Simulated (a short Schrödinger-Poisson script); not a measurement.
Structure: gated In0.52Al0.48As/In0.53Ga0.47As modulation-doped gas in a quantum well, at 300 K.

```tsv
layer	material	thickness (nm)	Nd (cm⁻³)	Na (cm⁻³)
1	In0.52Al0.48As	15	-	-
2	In0.52Al0.48As	10	1.7e18	-
3	In0.52Al0.48As	5	-	-
4	In0.53Ga0.47As	8	-	-
5	In0.52Al0.48As	4000	-	3e14
```

Constants are typed, rounded textbook-type inputs, not results; the design itself was drawn at random and stands for no fabricated device. In0.52Al0.48As: permittivity 12.5, conduction-band edge (eV) 0.52, gap (eV) 1.45, electron mass (mₑ) 0.075, Nv at 300 K (cm⁻³) 1.1e19. In0.53Ga0.47As: permittivity 13.9, conduction-band edge (eV) 0, gap (eV) 0.74, Nv at 300 K (cm⁻³) 7.7e18.

Channel valleys (confinement mass, in-plane density-of-states mass, number): Γ 0.041, 0.041, 1. At the gate the conduction-band edge of layer 1 lies 0.75 eV − eVg above the Fermi level of the channel; the field vanishes at the back. Donor level 0.006 eV below the band edge. The barrier under the gate holds no holes. Gaps are held at their typed values at every temperature. Mesh 0.08 nm at interfaces.

Solved with a short Schrödinger-Poisson script written for these runs: 1D Poisson equation in equilibrium, electrons quantum, Hartree plus LDA exchange-correlation (BenDaniel-Duke, 40 states a valley, the channel's in-plane mass for all, wave functions free to enter the barrier), parabolic valleys, classical holes, donors ionised by Fermi statistics, acceptors fully, no traps, pinning or gate leakage.

Only gate voltages with over 1e8 electrons/cm² are shown.

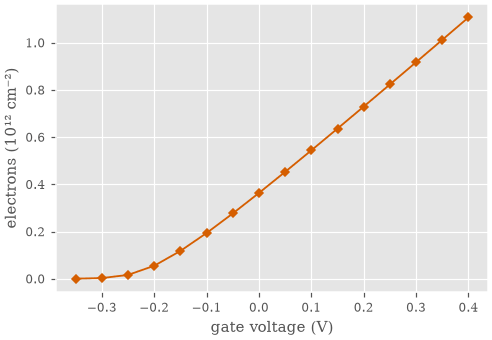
Figure: Sheet density against gate voltage

```csv
Vg (V),electrons (cm⁻²),in the channel layer,C (μF/cm²),Γ E0 (meV),Γ E1 (meV)
0.4,1.11e12,1.06e12,0.307,-62.3,142.3
0.35,1.01e12,9.72e11,0.305,-56.2,148.7
0.3,9.18e11,8.81e11,0.304,-50.0,155.1
0.25,8.23e11,7.91e11,0.302,-43.6,161.8
0.2,7.29e11,7.01e11,0.300,-37.0,168.7
0.15,6.36e11,6.12e11,0.298,-30.1,175.9
0.1,5.44e11,5.23e11,0.295,-22.8,183.5
0.05,4.53e11,4.36e11,0.290,-14.9,191.7
0,3.64e11,3.50e11,0.284,-6.2,200.7
-0.05,2.77e11,2.66e11,0.274,3.7,210.8
-0.1,1.94e11,1.87e11,0.258,15.5,222.9
-0.15,1.18e11,1.14e11,0.229,30.7,238.3
-0.2,5.52e10,5.32e10,0.173,52.2,259.9
-0.25,1.63e10,1.57e10,0.0839,84.9,292.5
-0.3,2.98e9,2.87e9,0.0242,129.2,336.7
-0.35,4.54e8,4.38e8,0.00975,177.9,385.3
```

Subbands count from the Fermi level.
